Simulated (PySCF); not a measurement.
| atom | x (Å) | y (Å) | z (Å) |
| --- | --- | --- | --- |
| C | 1.4077 | 0.9516 | 0.7718 |
| C | 1.0975 | 0.0473 | -0.4169 |
| C | 0.7937 | -1.3936 | -0.0149 |
| C | -0.3603 | -1.4804 | 0.9820 |
| C | -1.5222 | -0.4939 | 0.7387 |
| C | -1.4567 | 0.4392 | -0.4900 |
| C | -0.1079 | 0.5362 | -1.2378 |
| C | 0.0954 | 1.8954 | -1.6767 |
| N | 0.2542 | 2.9764 | -2.0150 |
| H | 2.2317 | 0.5368 | 1.3485 |
| H | 1.6969 | 1.9408 | 0.4222 |
| H | 0.5484 | 1.0612 | 1.4256 |
| H | 1.9726 | 0.0472 | -1.0786 |
| H | 1.6798 | -1.8518 | 0.4287 |
| H | 0.5499 | -1.9604 | -0.9172 |
| H | 0.0375 | -1.3030 | 1.9824 |
| H | -0.7428 | -2.5025 | 0.9740 |
| H | -2.4509 | -1.0620 | 0.6668 |
| H | -1.6200 | 0.1312 | 1.6280 |
| H | -1.7408 | 1.4425 | -0.1635 |
| H | -2.2094 | 0.1268 | -1.2162 |
| H | -0.1544 | -0.0849 | -2.1420 |

Geometry: GFN2-xTB.

These are results of BP86/pcSseg-1, SCF density, gas phase, non-relativistic in PySCF 2.14.0, not measurements.

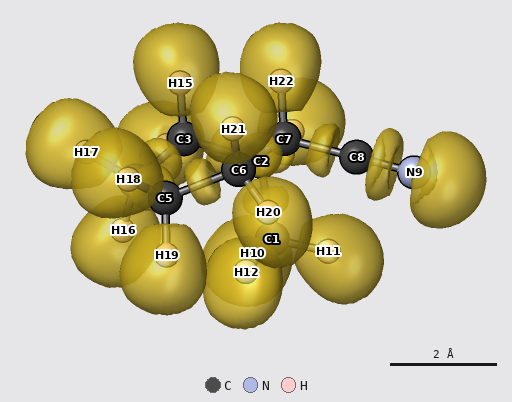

C8H13N (SMILES C[C@H]1CCCC[C@H]1C#N). Isosurface of the electron localisation function at 0.8 (yellow), seen from one side. Only the valence region is drawn (cores and ρ < 0.01 e/Å³ removed).

**What do the ELF domains correspond to?**

At this value the surface marks out eight regions between bonded C–C atoms (shared pairs), one region between bonded C–N atoms (shared pairs), 13 regions around hydrogen nuclei and one lobe on N, pointing away from the bonds (lone pairs). Along the contacts the grid gives the following. C–N (1.14 Å): the ELF peaks at about 0.85 between the atoms; a multiple bond. C–C (1.44 Å): the ELF peaks at about 0.95 between the atoms (localised, covalent bonding).
